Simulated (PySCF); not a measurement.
# What a change does: NMR shielding calculation on BOF

System: BOF (Fluorine Oxoborane).
Method of run 1: GIAO wB97X-D/pcSseg-2 NMR shielding, non-relativistic, gas phase (PySCF 2.14.0).

The geometry comes from this level: PBE0-D3(BJ)/def2-TZVP. Text and figures count atoms from 1; the logs count them from 0 in places.

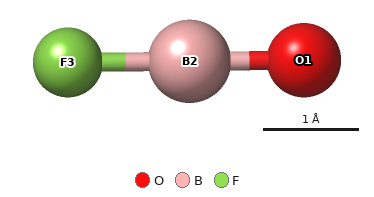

The structure as given in the input (ball-and-stick view, seen at a tilt; atoms are numbered from 1 in the order of the input).

### Input, run 1
```
{"job": {"kind": "nmr", "xc": "wB97X-D", "basis": "pcSseg-2", "pop": false}, "charge": 0, "multiplicity": 1}
O     -1.223545     0.338043     0.006708
B     -0.049034     0.065065    -0.001981
F      1.199338    -0.226019    -0.011112
```

The first line tells a small driver script what to run in PySCF; the rest is the geometry in Å.

Launched with:
```bash
OMP_NUM_THREADS=1 python <driver script> task.json out
```

Hardware: 1 CPU thread, shared host.

### Output (run 1)
```
coarse grid: 3264 points
cycle   1  E = -199.8634220414  dE =  3.974e-01  |g| = 9.294e-01  |ddm| = 1.290e+00
cycle   2  E = -199.6461151472  dE =  2.173e-01  |g| = 1.466e+00  |ddm| = 9.508e-01
cycle   3  E = -200.0293854549  dE = -3.833e-01  |g| = 1.289e-01  |ddm| = 5.815e-01
cycle   4  E = -200.0316216295  dE = -2.236e-03  |g| = 5.774e-02  |ddm| = 5.716e-02
cycle   5  E = -200.0320979548  dE = -4.763e-04  |g| = 7.792e-03  |ddm| = 2.135e-02
cycle   6  E = -200.0321164705  dE = -1.852e-05  |g| = 1.576e-03  |ddm| = 5.658e-03
cycle   7  E = -200.0321176681  dE = -1.198e-06  |g| = 3.468e-04  |ddm| = 1.910e-03
final grid: 34024 points
cycle   8  E = -200.0292421107  dE = -8.095e-05  |g| = 7.513e-03  |ddm| = 3.501e-02
cycle   9  E = -200.0292402662  dE =  1.844e-06  |g| = 8.692e-03  |ddm| = 4.728e-03
cycle  10  E = -200.0292498777  dE = -9.611e-06  |g| = 6.083e-04  |ddm| = 2.513e-03
cycle  11  E = -200.0292499012  dE = -2.351e-08  |g| = 5.113e-04  |ddm| = 4.314e-04
cycle  12  E = -200.0292499476  dE = -4.634e-08  |g| = 8.286e-05  |ddm| = 2.073e-04
cycle  13  E = -200.0292499491  dE = -1.560e-09  |g| = 1.035e-05  |ddm| = 5.979e-05
cycle  14  E = -200.0292499492  dE = -8.268e-11  |g| = 2.075e-06  |ddm| = 1.788e-05
converged SCF energy = -200.0292499492

GIAO shielding tensors (ppm)
atom      isotropic    diamagn.    paramagn.     s11        s22        s33       span
  0 O      198.382     386.020    -187.637     91.300     91.448    412.399    321.099
  1 B       93.453     208.548    -115.095     28.963     28.987    222.408    193.444
  2 F      390.516     461.962     -71.447    342.853    342.873    485.822    142.969
```

The input of run 2 differs as follows (lines with − go, lines with + come):
```diff
+"solvent": "chloroform"
```

What does this change do to the results?

The total energy of run 2 is 2.9 kcal/mol lower: the change of the electrostatic solvation energy at this fixed geometry, without cavity or dispersion terms. The HOMO goes from −12.25 to −12.37 eV. The LUMO goes from 1.36 to 1.54 eV. The dipole moment goes from 2.20 to 2.53 D. Of all shieldings, the largest change is that of O1, by +11.4 ppm. The reaction field of the continuum polarises the molecule further, so the dipole moment is larger in solution. The number of SCF iterations is the same.

### Output (run 2)
```
coarse grid: 3264 points
cycle   1  E = -199.8783908997  dE =  3.825e-01  |g| = 9.106e-01  |ddm| = 1.290e+00
cycle   2  E = -199.7254471970  dE =  1.529e-01  |g| = 1.334e+00  |ddm| = 8.325e-01
cycle   3  E = -200.0348891521  dE = -3.094e-01  |g| = 1.034e-01  |ddm| = 4.949e-01
cycle   4  E = -200.0362941867  dE = -1.405e-03  |g| = 5.136e-02  |ddm| = 4.776e-02
cycle   5  E = -200.0366759482  dE = -3.818e-04  |g| = 6.735e-03  |ddm| = 1.949e-02
cycle   6  E = -200.0366894138  dE = -1.347e-05  |g| = 1.543e-03  |ddm| = 4.601e-03
cycle   7  E = -200.0366904518  dE = -1.038e-06  |g| = 2.866e-04  |ddm| = 1.702e-03
final grid: 34024 points
cycle   8  E = -200.0338122358  dE = -8.051e-05  |g| = 7.518e-03  |ddm| = 3.493e-02
cycle   9  E = -200.0338107290  dE =  1.507e-06  |g| = 8.609e-03  |ddm| = 4.751e-03
cycle  10  E = -200.0338200365  dE = -9.307e-06  |g| = 4.577e-04  |ddm| = 2.428e-03
cycle  11  E = -200.0338200514  dE = -1.490e-08  |g| = 4.180e-04  |ddm| = 3.541e-04
cycle  12  E = -200.0338200814  dE = -3.003e-08  |g| = 8.101e-05  |ddm| = 1.717e-04
cycle  13  E = -200.0338200828  dE = -1.426e-09  |g| = 9.631e-06  |ddm| = 5.101e-05
cycle  14  E = -200.0338200829  dE = -6.492e-11  |g| = 1.760e-06  |ddm| = 1.531e-05
converged SCF energy = -200.0338200829

GIAO shielding tensors (ppm)
atom      isotropic    diamagn.    paramagn.     s11        s22        s33       span
  0 O      209.751     387.956    -178.205    108.200    108.341    412.713    304.513
  1 B       93.392     207.610    -114.218     29.053     29.076    222.047    192.994
  2 F      386.720     462.025     -75.305    337.234    337.260    485.666    148.432
```

### The two runs side by side

| quantity | run 1 | run 2 |
| --- | --- | --- |
| outcome | converged | converged |
| total energy (hartree) | −200.029250 | −200.033820 |
| HOMO (eV) | −12.25 | −12.37 |
| LUMO (eV) | 1.36 | 1.54 |
| dipole moment (D) | 2.20 | 2.53 |
| shielding of O1 (ppm) | 198.4 | 209.8 |
| shielding of B2 (ppm) | 93.5 | 93.4 |
| shielding of F3 (ppm) | 390.5 | 386.7 |
| SCF iterations | 14 | 14 |
| basis functions | 108 | 108 |
| wall time (shared host) | 2.5 s | 2.6 s |
